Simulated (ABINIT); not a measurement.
**A GW chain in ABINIT: PbO (Massicot)**

How does a plane-wave GW calculation on PbO (Massicot) run from the first input to the gap?

Program: ABINIT 10.8.3. Level of theory: LDA and many-body steps on it, plane waves. Results are calculated unless marked as measured.

**The experiments to reproduce.**

- Gap 2.5 eV: literature experimental band gap; bulk crystal (literature value for beta-PbO) (quoted in “X-ray spectroscopic study of amorphous and polycrystalline PbO films, α-PbO, and β-PbO for direct conversion imaging”, 2017, pmc:5640621).

Most raw output is cut from this account.

## (1) Set-up

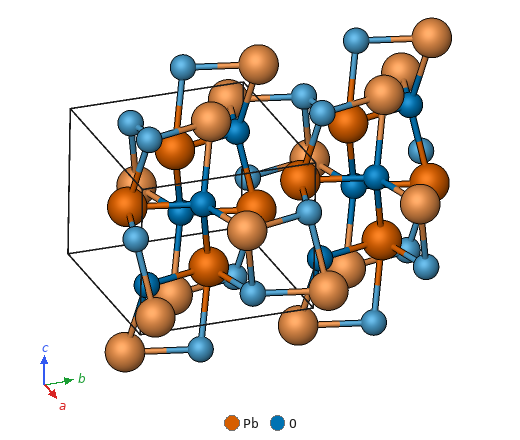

The starting structure, seen slightly off an axis (lead orange, oxygen blue). 1×2×1 cells are drawn. Some periodic images of atoms are drawn too.

As a file:

```cif
data_structure
_symmetry_space_group_name_H-M 'Pbcm'
_symmetry_Int_Tables_number 57
_cell_length_a 5.8931
_cell_length_b 5.4904
_cell_length_c 4.7528
_cell_angle_alpha 90.000
_cell_angle_beta 90.000
_cell_angle_gamma 90.000
_cell_volume 153.78
loop_
_atom_site_label
_atom_site_type_symbol
_atom_site_symmetry_multiplicity
_atom_site_Wyckoff_symbol
_atom_site_fract_x
_atom_site_fract_y
_atom_site_fract_z
_atom_site_occupancy
Pb1 Pb 4 d 0.22970 0.98840 0.25000 1
O1 O 4 d 0.86530 0.09170 0.25000 1
```

The cell and positions come from the Crystallography Open Database and are kept as given unless a step says otherwise. Spin-orbit coupling is left out unless a step names it.

## (2) Ground state

This step: ABINIT 10.8.3; DFT, LDA, plane waves, norm-conserving pseudopotentials.

The ground-state density comes first.

run.abi

```
acell 3*1.0 Angstrom
rprim 
  5.893100000000 0.000000000000 0.000000000000
  0.000000000000 5.490400000000 0.000000000000
  0.000000000000 0.000000000000 4.752800000000
ntypat 2
znucl 82 8
natom 8
typat 1 1 1 1 2 2 2 2
xred 
  0.229700000000 0.988400000000 0.250000000000
  0.770300000000 0.011600000000 0.750000000000
  0.229700000000 0.511600000000 0.750000000000
  0.770300000000 0.488400000000 0.250000000000
  0.865300000000 0.091700000000 0.250000000000
  0.134700000000 0.908300000000 0.750000000000
  0.865300000000 0.408300000000 0.750000000000
  0.134700000000 0.591700000000 0.250000000000
pp_dirpath "pseudos"
pseudos "Pb.upf, O.upf"
ecut 42
ngkpt 4 4 4
nshiftk 1
shiftk 0 0 0
kptopt 1
chksymbreak 0
nband 64
occopt 1
tolvrs 1e-08
nstep 60
prtwf 0
optforces 0
optstress 0
indata_prefix "in"
outdata_prefix "out"
tmpdata_prefix "tmp"
```

Started as:

```
OMP_NUM_THREADS=1 mpirun -n 16 abinit run.abi > log
```

It took 1.7 min on 16 MPI ranks of Arm Neoverse V2, shared host; peak memory 2.2 GiB.

Numbers from this step:

| Quantity | Value |
| --- | --- |
| total energy | -24625.0085 eV |
| gap | 2.361 eV |
| k of the valence top | 0.5, 0, 0 |
| k of the conduction bottom | 0.5, 0.5, 0.25 |
| least direct gap | 2.627 eV |

The gap is indirect, with the least direct gap 0.27 eV higher.

## (3) Bands along the symmetry lines

Levels along a band path, at the cheap level, show where the edges lie and whether the meshes to come will hold them.

run.abi, as its differences from that of step 2:

```diff
@@ -21,14 +21,54 @@
 ecut 42
-ngkpt 4 4 4
-nshiftk 1
-shiftk 0 0 0
-kptopt 1
-chksymbreak 0
-nband 64
-occopt 1
-tolvrs 1e-08
-nstep 60
+iscf -2
+irdden 1
+kptopt 0
+nkpt 40
+kpt 
+  0.00000000 0.00000000 0.00000000
+  0.16666667 0.00000000 0.00000000
+  0.33333333 0.00000000 0.00000000
+  0.50000000 0.00000000 0.00000000
+  0.50000000 0.16666667 0.00000000
+  0.50000000 0.33333333 0.00000000
+  0.50000000 0.50000000 0.00000000
+  0.33333333 0.50000000 0.00000000
+  0.16666667 0.50000000 0.00000000
+  0.00000000 0.50000000 0.00000000
+  0.00000000 0.33333333 0.00000000
+  0.00000000 0.16666667 0.00000000
+  0.00000000 0.00000000 0.00000000
+  0.00000000 0.00000000 0.16666667
+  0.00000000 0.00000000 0.33333333
+  0.00000000 0.00000000 0.50000000
+  0.16666667 0.00000000 0.50000000
+  0.33333333 0.00000000 0.50000000
+  0.50000000 0.00000000 0.50000000
+  0.50000000 0.16666667 0.50000000
+  0.50000000 0.33333333 0.50000000
+  0.50000000 0.50000000 0.50000000
+  0.33333333 0.50000000 0.50000000
+  0.16666667 0.50000000 0.50000000
+  0.00000000 0.50000000 0.50000000
+  0.00000000 0.33333333 0.50000000
+  0.00000000 0.16666667 0.50000000
+  0.00000000 0.00000000 0.50000000
+  0.50000000 0.00000000 0.00000000
+  0.50000000 0.00000000 0.16666667
+  0.50000000 0.00000000 0.33333333
+  0.50000000 0.00000000 0.50000000
+  0.00000000 0.50000000 0.00000000
+  0.00000000 0.50000000 0.16666667
+  0.00000000 0.50000000 0.33333333
+  0.00000000 0.50000000 0.50000000
+  0.50000000 0.50000000 0.00000000
+  0.50000000 0.50000000 0.16666667
+  0.50000000 0.50000000 0.33333333
+  0.50000000 0.50000000 0.50000000
+istwfk *1
+nband 63
+nbdbuf 2
+tolwfr 1e-08
+nstep 40
 prtwf 0
-optforces 0
-optstress 0
+prtvol 0
 indata_prefix "in"
```

The job ended after 66 s (16 MPI ranks; peak memory 1.9 GiB; 18 min of CPU time).

Numbers from this step:

```yaml
gap: 2.081 eV
k_of_the_valence_top: 0.5, 0, 0
k_of_the_conduction_bottom: 0.5, 0.5, 0.3333
least_direct_gap: 2.363 eV
```

The gap is 2.081 eV, −0.280 eV from the run before at this level.

The electronic bands at the labelled points (eV, zero at the top of the highest filled band):

| point | band 53 | band 54 | band 55 | band 56 | band 57 | band 58 | band 59 | band 60 |
| --- | --- | --- | --- | --- | --- | --- | --- | --- |
| Γ | -1.26 | -1.24 | -0.36 | -0.01 | 3.35 | 3.87 | 4.53 | 5.29 |
| X | -1.31 | -0.63 | -0.48 | 0.00 | 2.75 | 3.17 | 3.64 | 4.88 |
| S | -0.64 | -0.64 | -0.48 | -0.48 | 3.08 | 3.08 | 4.10 | 4.10 |
| Y | -0.96 | -0.96 | -0.19 | -0.19 | 4.06 | 4.06 | 4.90 | 4.90 |
| Γ | -1.26 | -1.24 | -0.36 | -0.01 | 3.35 | 3.87 | 4.53 | 5.29 |
| Z | -0.83 | -0.83 | -0.26 | -0.26 | 4.12 | 4.12 | 4.82 | 4.82 |
| U | -0.50 | -0.50 | -0.38 | -0.38 | 3.13 | 3.13 | 3.66 | 3.66 |
| R | -0.54 | -0.54 | -0.54 | -0.54 | 2.48 | 2.48 | 2.48 | 2.48 |
| T | -0.77 | -0.77 | -0.77 | -0.77 | 3.38 | 3.38 | 3.38 | 3.38 |
| Z | -0.83 | -0.83 | -0.26 | -0.26 | 4.12 | 4.12 | 4.82 | 4.82 |
| jump to X | -1.31 | -0.63 | -0.48 | 0.00 | 2.75 | 3.17 | 3.64 | 4.88 |
| U | -0.50 | -0.50 | -0.38 | -0.38 | 3.13 | 3.13 | 3.66 | 3.66 |
| jump to Y | -0.96 | -0.96 | -0.19 | -0.19 | 4.06 | 4.06 | 4.90 | 4.90 |
| T | -0.77 | -0.77 | -0.77 | -0.77 | 3.38 | 3.38 | 3.38 | 3.38 |
| jump to S | -0.64 | -0.64 | -0.48 | -0.48 | 3.08 | 3.08 | 4.10 | 4.10 |
| R | -0.54 | -0.54 | -0.54 | -0.54 | 2.48 | 2.48 | 2.48 | 2.48 |

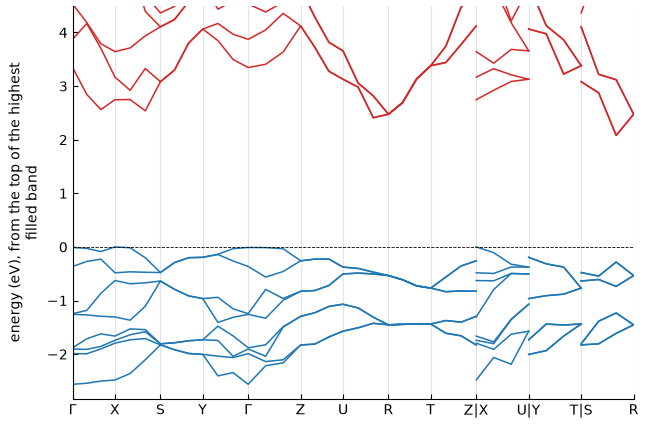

Electronic bands along the path; lines of filled and empty bands in two colours.

## (4) Empty states on the mesh, 2×2×2 mesh, 171 bands

The sums over transitions need many empty states on a uniform mesh; this step solves for them.

run.abi

```
acell 3*1.0 Angstrom
rprim 
  5.893100000000 0.000000000000 0.000000000000
  0.000000000000 5.490400000000 0.000000000000
  0.000000000000 0.000000000000 4.752800000000
ntypat 2
znucl 82 8
natom 8
typat 1 1 1 1 2 2 2 2
xred 
  0.229700000000 0.988400000000 0.250000000000
  0.770300000000 0.011600000000 0.750000000000
  0.229700000000 0.511600000000 0.750000000000
  0.770300000000 0.488400000000 0.250000000000
  0.865300000000 0.091700000000 0.250000000000
  0.134700000000 0.908300000000 0.750000000000
  0.865300000000 0.408300000000 0.750000000000
  0.134700000000 0.591700000000 0.250000000000
pp_dirpath "pseudos"
pseudos "Pb.upf, O.upf"
ecut 42
ngkpt 2 2 2
nshiftk 1
shiftk 0 0 0
kptopt 1
chksymbreak 0
iscf -2
irdden 1
istwfk *1
nband 171
nbdbuf 14
tolwfr 1e-09
nstep 60
prtvol 0
indata_prefix "in"
outdata_prefix "out"
tmpdata_prefix "tmp"
```

Started as:

```
OMP_NUM_THREADS=2 mpirun -n 8 abinit run.abi > log
```

The job ended after 62 s (8 MPI ranks; peak memory 0.94 GiB; 12 min of CPU time).

This step gave:

```yaml
gap: 2.475 eV
k_of_the_valence_top: 0.5, 0, 0
k_of_the_conduction_bottom: 0.5, 0.5, 0.5
least_direct_gap: 2.745 eV
k_points_computed: 8
lowest_point_of_the_top_converged_band_above_the_valence_top: 37.61 eV
```

On this mesh the gap is 2.475 eV. The earlier step found 2.361 eV, so this mesh misses an edge.

## (5) Screening, 2×2×2 mesh, 157 bands, screening to 106.1 eV

The RPA dielectric matrix is built and inverted for each q.

This step: RPA screening on LDA, plane waves, norm-conserving pseudopotentials.

run.abi, as its differences from that of step 4:

```diff
@@ -26,10 +26,11 @@
 chksymbreak 0
-iscf -2
-irdden 1
 istwfk *1
-nband 171
-nbdbuf 14
-tolwfr 1e-09
-nstep 60
-prtvol 0
+occopt 1
+irdwfk 1
+optdriver 3
+nband 157
+ecuteps 3.9
+inclvkb 2
+awtr 1
+symchi 1
 indata_prefix "in"
```

Started as:

```
OMP_NUM_THREADS=1 mpirun -n 16 abinit run.abi > log
```

Run time: 70 s. Hardware: 16 MPI ranks; peak memory 12 GiB; 19 min of CPU time.

This step gave:

- ε∞ with local fields, on this mesh, along the program's q direction: 6.213
- the same without local fields: 6.970
- plasma frequency: 31.69 eV
- plane waves in the screening matrix: 375

Local fields lower ε∞ by 11 %. On a Γ-centred mesh this coarse the value itself is usually too large, while a short band sum pulls it down.

## (6) Self-energy, 2×2×2 mesh, 157 bands, screening to 106.1 eV

The self-energy is evaluated for the states that the input lists, and the levels follow from it, in one-shot runs by the linearised quasiparticle equation.

This step: G0W0 on LDA, plane waves, norm-conserving pseudopotentials.

run.abi, as its differences from that of step 5:

```diff
@@ -29,8 +29,19 @@
 irdwfk 1
-optdriver 3
+optdriver 4
 nband 157
+gwcalctyp 0
+ecutsigx 42
+symsigma 1
+nkptgw 3
+kptgw 
+  0.5000000000 0.0000000000 0.0000000000
+  0.5000000000 0.5000000000 0.5000000000
+  0.0000000000 0.0000000000 0.0000000000
+bdgw 
+  55 58
+  53 60
+  55 58
 ecuteps 3.9
-inclvkb 2
-awtr 1
-symchi 1
+irdscr 1
+ppmodel 1
 indata_prefix "in"
```

Wall time 13 s (16 MPI ranks); peak memory 5.4 GiB; 3.3 min of CPU time.

This step gave:

```
G0W0 gap on the points computed              : 3.291 eV
starting gap on the mesh                     : 2.475 eV
k of the valence top                         : 0, 0, 0
k of the conduction bottom                   : 0.5, 0.5, 0.5
Z at the valence top                         : 0.784
Z at the conduction bottom                   : 0.824
least direct G0W0 gap on the computed points : 3.632 eV
```

The gap on the mesh goes from 2.48 eV to 3.29 eV, a correction of +0.82 eV. The start differs from the 2.36 eV found before because the two sample other k points.

Limits: finite bands, cutoff and mesh; no spin-orbit coupling; coarse k mesh. v1 is the top filled band, c1 the lowest empty one. Levels before and after the correction, in eV, zero at the valence-band top of each column:

|  | conduction bottom | valence top |
| --- | --- | --- |
| Kohn-Sham | 2.48 | 0.00 |
| G0W0 | 3.29 | 0.00 |

|  | level | energy (eV) |
| --- | --- | --- |
| Kohn-Sham | (0.5 0.5 0.5) v4-v1 | -0.535 |
| Kohn-Sham | (0.5 0.5 0.5) c1-c4 | 2.475 |
| Kohn-Sham | Γ v2 | -0.365 |
| Kohn-Sham | Γ v1 | -0.011 |
| Kohn-Sham | Γ c1 | 3.346 |
| Kohn-Sham | Γ c2 | 3.873 |
| G0W0 | (0.5 0.5 0.5) v4-v1 | -0.642 |
| G0W0 | (0.5 0.5 0.5) c1-c4 | 3.291 |
| G0W0 | Γ v2 | -0.460 |
| G0W0 | Γ v1 | 0.000 |
| G0W0 | Γ c1 | 4.127 |
| G0W0 | Γ c2 | 4.834 |

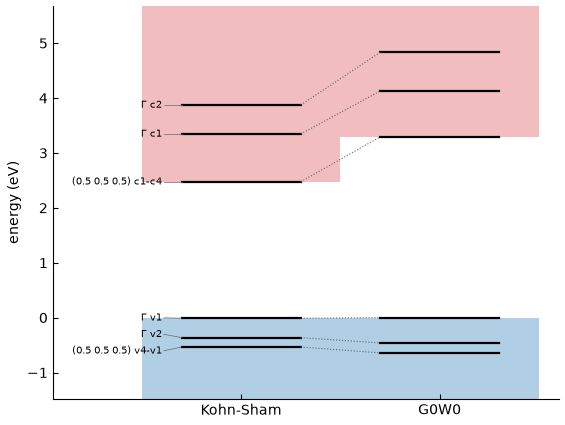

Levels before and after the correction. Shaded: valence and conduction bands.

## (7) Where the time went

Times are wall times on the hardware named with each run, good to a factor of about two.

| step | time | share | memory (GiB) |
| --- | --- | --- | --- |
| ground state | 1.7 min | 32 % | 2.2 |
| bands along the symmetry lines | 66 s | 21 % | 1.9 |
| empty states on the mesh | 62 s | 20 % | 0.94 |
| screening | 70 s | 23 % | 12 |
| self-energy | 13 s | 4 % | 5.4 |

## (8) Outcome

```json
{"LDA gap": "2.08 eV, indirect", "G0W0 gap on the mesh": "3.29 eV", "G0W0 gap over the zone (rigid shift)": "2.90 eV", "GW settings": "2×2×2 mesh, 157 bands, screening to 106.1 eV, Godby-Needs plasmon pole", "known limits": "not at the basis limit; no spin-orbit coupling; coarse k mesh"}
```

**Reading.** G0W0 moves the gap on the mesh from 2.48 eV to 3.29 eV (+0.82 eV), with Z of 0.78 and 0.82 at the edges. The mesh misses the band edges by 0.39 eV in all; a rigid shift gives 2.90 eV for the zone. Local fields lower the RPA ε∞ on this mesh from 6.97 to 6.21; a Γ-centred mesh this coarse tends to raise both, most where the direct gap is narrow, while a short band sum lowers them. Only 3 of the mesh's irreducible points were corrected, so a valley elsewhere could overtake. Against experiment, by G0W0@LDA: the gap of 2.90 eV lies +0.40 eV from the measured 2.5 eV (kind not stated, quoted 2017). The calculation has static nuclei and no excitons; a measured gap holds zero-point and thermal motion, which mostly lowers it. With atoms this heavy the missing spin-orbit coupling can matter too. Bands and cutoff are finite, so the gap is not at the basis limit. The miss can reach some tenths of an eV and take either sign; the mesh is an error of its own. In the G0W0 run levels were corrected at 3 k points alone, so a gap called «on the mesh» is the least over those, and an edge elsewhere would be missed. A denser mesh or path gives a starting gap of 2.08 eV: the GW mesh misses a band edge, so its gaps are not the fundamental one. The 2×2×2 mesh is coarse for this cell, which bears on the long-range parts of exchange and screening. Where an edge is built on 6p states of lead, bismuth or thallium, scalar-relativistic gaps usually stand too wide, by a few tenths to over one eV.

[Paths, hosts, dates, memory and timing lines, banners, echoed tables and standing remarks are left out of the program output.]

[Logs are printed without paths, hosts, clocks, repeated set-up lines and the standing remarks that a program may print on its own settings, such as how far it seeks lower states.]

[Runs of the session that timed out or met a known fault of the program may be left out.]

[Hosts, paths, dates, database ids (printed as entryN), source tags and the programs' standing remarks are cut or masked in the printed files.]

[G0W0 gaps are taken among the corrected bands and points alone; a level outside them can change the order at an edge.]

[Where Ansatz stands beside ABINIT at settings called matched, ABINIT's density can come from a denser mesh and the files from another edition; pairs whose starting gaps differed by over 0.03 eV were left out, so agreement reads better than it is.]
